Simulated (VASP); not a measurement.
# Lattice of GaN across functionals and dispersion corrections

Aim: relax GaN at several levels and hold each cell against experiment. The levels: LDA, PBE, r2SCAN, PBE + D3(BJ), r2SCAN + rVV10, vdW-DF-cx, rev-vdW-DF2 and RPBE. The start is a cell from a database of measured crystal structures.

Calculated with VASP 6.6.1; LDA; plane waves and PAW (Ga_d, N), in the first sound run; inputs show where later runs differ.

Experimental background.

For GaN, wurtzite (bulk w-GaN, literature), “Vacancy defect in bulk and at (10overline10) surface of GaN: A combined first-principles theoretical and experimental analysis” (2017, arxiv:1710.05670) quotes earlier work: lattice constant a (a, Expt. column of Table I) 3.189 Å; lattice constant c (c, Expt. column of Table I) 5.186 Å.

The database entry behind the starting cell differs from later determinations by our own check (about 0.3 % short, ideal inner coordinate), so it need not match the best structure at ambient conditions.

## Step 1: The structure

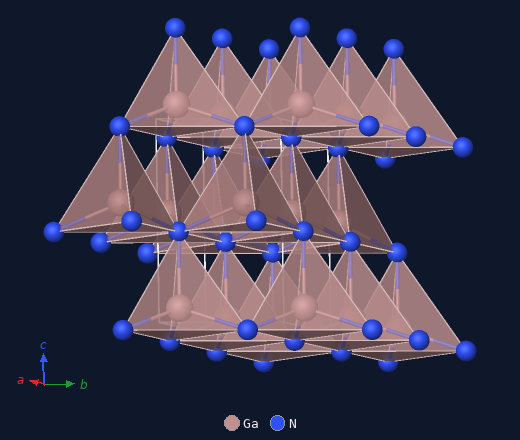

Start, viewed slightly off an axis; gallium pink, nitrogen blue. 3×2×1 cells are drawn. Some periodic images of atoms are drawn too.

## Step 2: Relaxation with LDA

The start need not lie at this functional's minimum. ISIF = 3 frees volume, shape and positions, and EDIFFG sets the threshold on forces and stress at which the search stops. LDA, the lowest rung, knows the local density alone.

File INCAR:

```
SYSTEM = GaN
PREC = Accurate
ENCUT = 560
EDIFF = 1E-06
NELM = 100
ISMEAR = -1
SIGMA = 0.05
LREAL = .FALSE.
ALGO = Normal
GGA = CA
NBANDS = 24
LORBIT = 11
LWAVE = .FALSE.
LCHARG = .FALSE.
KPAR = 4
IBRION = 2
NSW = 60
ISIF = 3
EDIFFG = -0.01
```

File POSCAR:

```
GaN
1.0
    3.1800000000      0.0000000000      0.0000000000
   -1.5900000000      2.7539607840      0.0000000000
    0.0000000000      0.0000000000      5.1660000000
Ga N
2 2
Direct
    0.3333333333      0.6666666667      0.0000000000
    0.6666666667      0.3333333333      0.5000000000
    0.3333333333      0.6666666667      0.3750000000
    0.6666666667      0.3333333333      0.8750000000
```

File KPOINTS:

```
Automatic mesh
0
Gamma
8 8 5
0 0 0
```

PAW data sets: Ga_d and N (PBE family, release 64).

Started as:

```
$ mpirun -np 4 vasp_std
```

What it wrote:

```text
[banner, memory and clock lines left out]
running    4 mpi-ranks, on    1 nodes
 distrk:  each k-point on    1 cores,    4 groups
 distr:  one band on    1 cores,    1 groups

 POSCAR found type information on POSCAR GaN
 POSCAR found :  2 types and       4 ions
|                                                                             |
|               ----> ADVICE to this user running VASP <----                  |
|                                                                             |
|     You enforced a specific xc type in the INCAR file but a different       |
|     [... a line on the potential file left out ...]
|     I HOPE YOU KNOW WHAT YOU ARE DOING!                                     |
|                                                                             |

 LDA part: xc-table for (Slater(with rela. corr.)+CA(PZ))
 , standard interpolation
 POSCAR, INCAR and KPOINTS ok, starting setup
 FFT: planning ... GRIDC
 FFT: planning ... GRID_SOFT
 FFT: planning ... GRID
 WAVECAR not read
 entering main loop
       N       E                     dE             d eps       ncg     rms          rms(c)
DAV:   1     0.275429744169E+03    0.27543E+03   -0.19079E+04  1560   0.293E+03
DAV:   2     0.185415016159E+01   -0.27358E+03   -0.26165E+03  1592   0.527E+02
DAV:   3    -0.307764210346E+02   -0.32631E+02   -0.32337E+02  1744   0.147E+02
DAV:   4    -0.318014252755E+02   -0.10250E+01   -0.10227E+01  1816   0.292E+01
DAV:   5    -0.318197756470E+02   -0.18350E-01   -0.18345E-01  1760   0.346E+00    0.103E+01
DAV:   6    -0.280119008190E+02    0.38079E+01   -0.11669E+01  2528   0.558E+01    0.303E+00
DAV:   7    -0.280688298894E+02   -0.56929E-01   -0.14785E+00  1560   0.958E+00    0.262E+00
DAV:   8    -0.280337759577E+02    0.35054E-01   -0.29698E-01  2448   0.646E+00    0.107E+00
DAV:   9    -0.280085577946E+02    0.25218E-01   -0.96597E-02  2360   0.497E+00    0.331E-01
DAV:  10    -0.280093557883E+02   -0.79799E-03   -0.61058E-03  1632   0.719E-01    0.951E-02
DAV:  11    -0.280091611148E+02    0.19467E-03   -0.11799E-03  2280   0.607E-01    0.331E-02
DAV:  12    -0.280091727700E+02   -0.11655E-04   -0.12863E-04  1536   0.843E-02    0.362E-02
DAV:  13    -0.280091725818E+02    0.18827E-06   -0.47375E-05  2336   0.634E-02    0.241E-02
DAV:  14    -0.280091704151E+02    0.21666E-05   -0.66551E-06  1584   0.246E-02    0.155E-02
DAV:  15    -0.280091696859E+02    0.72926E-06   -0.13032E-06   984   0.882E-03
   1 F= -.28009170E+02 E0= -.28009170E+02  d E =-.280092E+02
 curvature:   0.00 expect dE= 0.000E+00 dE for cont linesearch  0.000E+00
 trial: gam= 0.00000 g(F)=  0.311E-02 g(S)=  0.475E-01 ort = 0.000E+00 (trialstep = 0.100E+01)
 search vector abs. value=  0.506E-01
 bond charge predicted
       N       E                     dE             d eps       ncg     rms          rms(c)
DAV:   1    -0.284818055342E+02   -0.47264E+00   -0.72409E+00  1824   0.557E+01    0.431E+00
DAV:   2    -0.281176805623E+02    0.36412E+00   -0.10482E+00  1888   0.245E+01    0.197E+00
DAV:   3    -0.280189704401E+02    0.98710E-01   -0.18143E-01  2328   0.878E+00    0.461E-01
DAV:   4    -0.280151036598E+02    0.38668E-02   -0.38992E-02  1488   0.164E+00    0.316E-01
DAV:   5    -0.280100158415E+02    0.50878E-02   -0.42419E-03  2392   0.695E-01    0.723E-02
DAV:   6    -0.280097223663E+02    0.29348E-03   -0.95770E-04  1672   0.406E-01    0.416E-02
DAV:   7    -0.280097177230E+02    0.46432E-05   -0.45189E-05  2112   0.581E-02    0.263E-02
DAV:   8    -0.280097150308E+02    0.26922E-05   -0.59085E-06  1512   0.283E-02    0.591E-03
DAV:   9    -0.280097148761E+02    0.15464E-06   -0.63269E-07   896   0.220E-02
   2 F= -.28009715E+02 E0= -.28009715E+02  d E =-.545190E-03
 trial-energy change:   -0.000545  1 .order    0.000719   -0.050591    0.052028
 step:   0.5115(harm=  0.4930)  dis= 0.00313  next Energy=   -28.022276 (dE=-0.131E-01)
 bond charge predicted
       N       E                     dE             d eps       ncg     rms          rms(c)
DAV:   1    -0.281309774875E+02   -0.12126E+00   -0.17898E+00  1768   0.292E+01    0.205E+00
DAV:   2    -0.280494239146E+02    0.81554E-01   -0.24782E-01  1944   0.115E+01    0.980E-01
DAV:   3    -0.280242781968E+02    0.25146E-01   -0.48276E-02  2272   0.497E+00    0.204E-01
DAV:   4    -0.280236510846E+02    0.62711E-03   -0.11625E-02  1472   0.874E-01    0.173E-01
DAV:   5    -0.280228218171E+02    0.82927E-03   -0.54615E-04  2256   0.223E-01    0.103E-01
DAV:   6    -0.280223710166E+02    0.45080E-03   -0.40589E-04  1896   0.278E-01    0.118E-02
DAV:   7    -0.280223688548E+02    0.21618E-05   -0.29659E-05  2072   0.657E-02    0.222E-03
DAV:   8    -0.280223688662E+02   -0.11463E-07   -0.33752E-06  1560   0.210E-02
   3 F= -.28022369E+02 E0= -.28022369E+02  d E =-.131992E-01
 curvature:  -0.25 expect dE=-0.561E-05 dE for cont linesearch -0.918E-07
 trial: gam= 0.00316 g(F)=  0.182E-04 g(S)=  0.456E-05 ort =-0.137E-03 (trialstep = 0.902E+00)
 search vector abs. value=  0.224E-04
 reached required accuracy - stopping structural energy minimisation
```

It took 14 s on 4 MPI ranks of AMD EPYC 9R45, shared host; peak memory 0.62 GiB.

The logs omit lines about the potential files and the build; timing stands in the text.

From OUTCAR (step 2):

```text
ion  position               nearest neighbor table
   1  0.333  0.667  0.000-   3 1.94   4 1.95   4 1.95   4 1.95
   2  0.667  0.333  0.500-   4 1.94   3 1.95   3 1.95   3 1.95
   3  0.333  0.667  0.375-   1 1.94   2 1.95   2 1.95   2 1.95
   4  0.667  0.333  0.875-   2 1.94   1 1.95   1 1.95   1 1.95

  LATTYP: Found a hexagonal cell.
 ALAT       =     3.1800000000
 C/A-ratio  =     1.6245283019

 Subroutine GETGRP returns: Found 12 space group operations
 (whereof  6 operations were pure point group operations)

The static configuration has the point symmetry C_3v.
 The point group associated with its full space group is C_6v.

 Found     30 irreducible k-points:

   k-points           NKPTS =     30   k-points in BZ     NKDIM =     30   number of bands    NBANDS=     24

   dimension x,y,z NGX =    28 NGY =   28 NGZ =   40
   dimension x,y,z NGXF=    56 NGYF=   56 NGZF=   80

   ENCUT  =  560.0 eV  41.16 Ry    6.42 a.u.   6.14  6.14  9.97*2*pi/ulx,y,z

   NELECT =      36.0000    total number of electrons

 k-points in reciprocal lattice and weights: Automatic mesh
   0.00000000  0.00000000  0.00000000       0.003
   0.12500000  0.00000000  0.00000000       0.019
   0.25000000  0.00000000  0.00000000       0.019
   0.37500000 -0.00000000  0.00000000       0.019
   0.50000000  0.00000000  0.00000000       0.009
   0.12500000  0.12500000  0.00000000       0.019
   0.25000000  0.12500000  0.00000000       0.038
   0.37500000  0.12500000  0.00000000       0.038
   0.25000000  0.25000000  0.00000000       0.019
[...]
0.25000000  0.25000000  0.40000000       0.038
   0.37500000  0.25000000  0.40000000       0.038

 average (electrostatic) potential at core
       1 -62.8555       2 -62.8555       3 -61.7777       4 -61.7777

 E-fermi :   6.2767

 k-point     1 :       0.0000    0.0000    0.0000
  band No.  band energies     occupation
    ...
     14       4.2360      2.00000
     15       4.2360      2.00000
     16       5.2622      2.00000
     17       5.3204      2.00000
     18       5.3204      2.00000
     19       7.4374      0.00000
     20       9.6875      0.00000
     21      14.5052      0.00000
     22      15.2168      0.00000
     23      15.2168      0.00000
    ...

 k-point     2 :       0.1250    0.0000    0.0000
  band No.  band energies     occupation
    ...
     14       3.1484      2.00000
     15       3.9103      2.00000
     16       4.1854      2.00000
     17       5.0979      2.00000
     18       5.1738      2.00000
     19       8.4345      0.00000
     20      10.5477      0.00000
     21      13.9212      0.00000
     22      14.4431      0.00000
     23      15.6064      0.00000
    ...

 k-point     3 :       0.2500    0.0000    0.0000
  band No.  band energies     occupation
    ...
     14       1.1656      2.00000
     15       2.4320      2.00000
     16       3.2368      2.00000
     17       4.5564      2.00000
     18       4.7970      2.00000
     19       9.7169      0.00000
     20      11.3127      0.00000
     21      12.6435      0.00000
     22      13.8552      0.00000
     23      15.5165      0.00000
    ...

  Total        0.0074847      0.0074847      0.0163217      0.0000000      0.0000000      0.0000000
  in kB        0.2705771      0.2705771      0.5900406      0.0000000      0.0000000      0.0000000
  external PRESSURE =       0.3770649 kB  Pullay stress =       0.0000000 kB

  energy-cutoff  :      560.00
  volume of cell :       44.32
      direct lattice vectors                 reciprocal lattice vectors
     3.154260029  0.000000000 -0.000000000     0.317031567  0.183038261 -0.000000000
    -1.577130015  2.731669315  0.000000000    -0.000000000  0.366076521 -0.000000000
     0.000000000  0.000000000  5.143614079     0.000000000  0.000000000  0.194415830

 POSITION                                       TOTAL-FORCE (eV/Angst)
 -----------------------------------------------------------------------------------
     -0.00000      1.82111      5.14052         0.000000     -0.000000     -0.009715
      1.57713      0.91056      2.56872        -0.000000     -0.000000     -0.009715
     -0.00000      1.82111      1.93195        -0.000000      0.000000      0.009715
      1.57713      0.91056      4.50375         0.000000      0.000000      0.009715
 -----------------------------------------------------------------------------------
    total drift:                               -0.000000     -0.000000      0.000644

  FREE ENERGIE OF THE ION-ELECTRON SYSTEM (eV)
  ---------------------------------------------------
  free  energy   TOTEN  =       -28.0223688662 eV

  energy  without entropy=      -28.0223688661  energy(sigma->0) =      -28.02236887

 reached required accuracy - stopping structural energy minimisation

 total charge
# of ion       s       p       d       tot
------------------------------------------
    1        0.797   0.934  10.200  11.931
    2        0.797   0.934  10.200  11.931
    3        1.204   2.529   0.000   3.733
    4        1.204   2.529   0.000   3.733
--------------------------------------------------
tot          4.001   6.926  20.399  31.327

[... 3 further parts left out ...]
```

CONTCAR:

```
GaN
   1.00000000000000
     3.1542600292185909    0.0000000000000000   -0.0000000000000000
    -1.5771300146092955    2.7316693154114686    0.0000000000000000
     0.0000000000000000    0.0000000000000000    5.1436140789054807
  Ga              N
     2     2
Direct
     0.3333333332999970    0.6666666667000030    0.9993989786388794
     0.6666666667000030    0.3333333332999970    0.4993989786388794
     0.3333333332999970    0.6666666667000030    0.3756010213611206
     0.6666666667000030    0.3333333332999970    0.8756010213611206
```

The gap is read on the k-mesh alone, so it is an upper bound where the band edges lie off the mesh. The PAW data sets were made with PBE, though LDA sets exist; this is a small mismatch. The run keeps the 12 symmetry operations of its start, so it cannot find a distortion of lower symmetry.

The steps of the relaxation:

```csv
step,energy less that of the first step (eV),largest force (eV/Å),pressure (GPa),volume (Å³)
1,0.0000,0.1269,-3.93,45.24
2,-0.0005,0.1160,4.23,43.45
3,-0.0132,0.0097,0.04,44.32
```

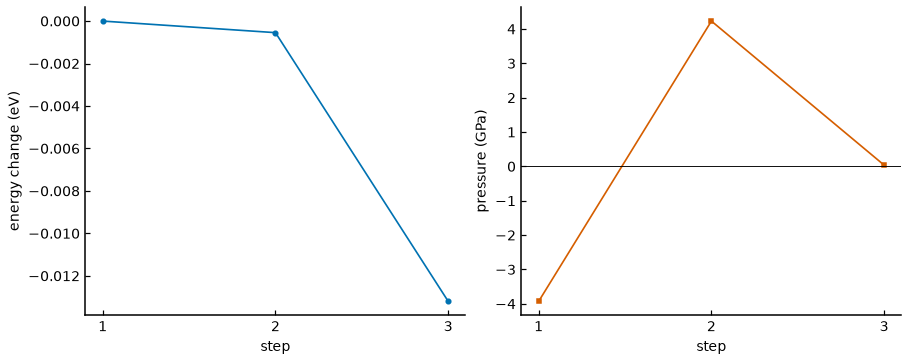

Energy and pressure along the relaxation.

```csv
"conventional cell, symmetrised",before,after,change
a (Å),3.180,3.154,-0.8 %
b (Å),3.180,3.154,-0.8 %
c (Å),5.166,5.144,-0.4 %
volume (Å³/atom),11.31,11.08,-2.0 %
```

Final coordinates:

```xyz
4
Lattice="3.1543 0.0000 0.0000 -1.5771 2.7317 0.0000 0.0000 0.0000 5.1436" Properties=species:S:1:pos:R:3 pbc="T T T"
Ga    0.0000    1.8211   -0.0031
Ga    1.5771    0.9106    2.5687
N     0.0000    1.8211    1.9319
N     1.5771    0.9106    4.5038
```

Numbers from this step:

```yaml
electrons: 36
bands: 24
irreducible_k_points: 30
symmetry_operations: 12
free_energy_toten: -28.02 eV
fermi_energy: 6.277 eV
pressure: 0.03771 GPa
metallic: no
valence_top_at_k: 0, 0, 0
conduction_bottom_at_k: 0, 0, 0
least_direct_gap_at_k: 0, 0, 0
scf_cycles_over_all_ionic_steps: 32
gap_on_the_k_mesh: 2.117 eV
least_direct_gap_on_the_k_mesh: 2.117 eV
```

It ends with a largest force of 0.010 eV/Å and a pressure of 0.04 GPa. The volume lies -2.0 % from that of the database's start, which holds the thermal and zero-point expansion of its experiment. The conventional cell has a = 3.154 and c = 5.144 Å.

[end of part 1 of 3]

[Lines on the potential files, build, host, timing and source positions are cut from VASP's logs without a mark.]

[Logs are printed without paths, hosts, clocks, repeated set-up lines and the standing remarks that a program may print on its own settings, such as how far it seeks lower states.]

[Hosts, paths, dates, database ids (printed as entryN), source tags and the programs' standing remarks are cut or masked in the printed files.]

[Measured values are set beside computed ones only where the two were judged alike; some that the calculation misses by far are left out.]
